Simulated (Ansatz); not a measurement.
Band structure of Lu2Ge3 (Amm2, 5 atoms in the cell).

```
CELL_PARAMETERS angstrom
      6.84883     0.00000     0.00000
      0.00000     2.16350     3.77107
      0.00000    -2.16350     3.77107
ATOMIC_POSITIONS crystal
  Lu 0.72923 0.00004 0.00004
  Lu 0.27077 0.00004 0.00004
  Ge 0.00000 0.66651 0.66651
  Ge 0.50000 0.33318 0.33318
  Ge 0.00000 0.33361 0.33361
```

Method of the run: PBEsol, default PAW files made with PBE (plane waves; Ansatz, a program for electronic structure).

Settings: basis.ecutwfc = 420 eV; kpoints.mp_grid.grid = 4 7 7; hamiltonian.xc = pbesol; hamiltonian.pseudopotentials = {kind: paw} (the program's default PAW files); scf.occupations.method = fermi_dirac; scf.occupations.width = 0.1 eV; kpoints.band_path.npoints = 10.

The starting cell comes from a database of computed structures (which also holds hypothetical and non-ambient phases and stackings), without a prior relaxation at this level. Spin-orbit coupling is off.

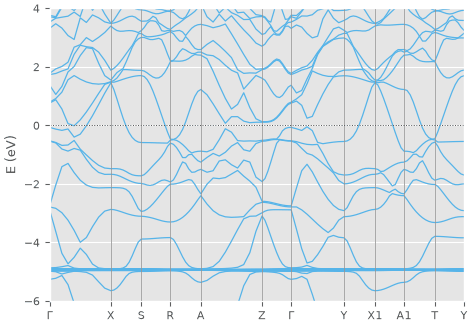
*Bands along the path, energies from the Fermi level.*

Levels in eV from the Fermi level, bands 43 to 50:
```json
[
 {"point": "Γ", "43": "-2.75", "44": "-0.54", "45": "-0.53", "46": "-0.07", "47": "0.76", "48": "0.79", "49": "1.37", "50": "1.74"},
 {"point": "X", "43": "-2.13", "44": "-1.67", "45": "-1.48", "46": "1.46", "47": "1.48", "48": "1.49", "49": "1.55", "50": "1.88"},
 {"point": "S", "43": "-2.94", "44": "-1.98", "45": "-1.72", "46": "-0.59", "47": "1.70", "48": "1.88", "49": "3.01", "50": "3.14"},
 {"point": "R", "43": "-2.01", "44": "-1.93", "45": "-0.61", "46": "-0.50", "47": "-0.47", "48": "2.18", "49": "2.20", "50": "3.20"},
 {"point": "A", "43": "-2.34", "44": "-1.50", "45": "-1.25", "46": "-0.88", "47": "1.23", "48": "2.40", "49": "2.50", "50": "2.59"},
 {"point": "Z", "43": "-2.59", "44": "-1.92", "45": "-0.54", "46": "-0.51", "47": "0.11", "48": "0.13", "49": "1.61", "50": "1.91"},
 {"point": "Y", "43": "-2.91", "44": "-2.00", "45": "-1.69", "46": "-0.55", "47": "1.70", "48": "1.89", "49": "2.99", "50": "3.15"},
 {"point": "X1", "43": "-2.13", "44": "-1.67", "45": "-1.48", "46": "1.46", "47": "1.48", "48": "1.49", "49": "1.55", "50": "1.88"},
 {"point": "A1", "43": "-2.34", "44": "-1.50", "45": "-1.25", "46": "-0.88", "47": "1.23", "48": "2.40", "49": "2.50", "50": "2.59"},
 {"point": "T", "43": "-2.02", "44": "-1.87", "45": "-0.57", "46": "-0.50", "47": "-0.46", "48": "2.18", "49": "2.20", "50": "3.17"}
]
```

Bands cross the Fermi level along this path, so the cell is metallic at this level.

Keys are those of Ansatz 0.2.
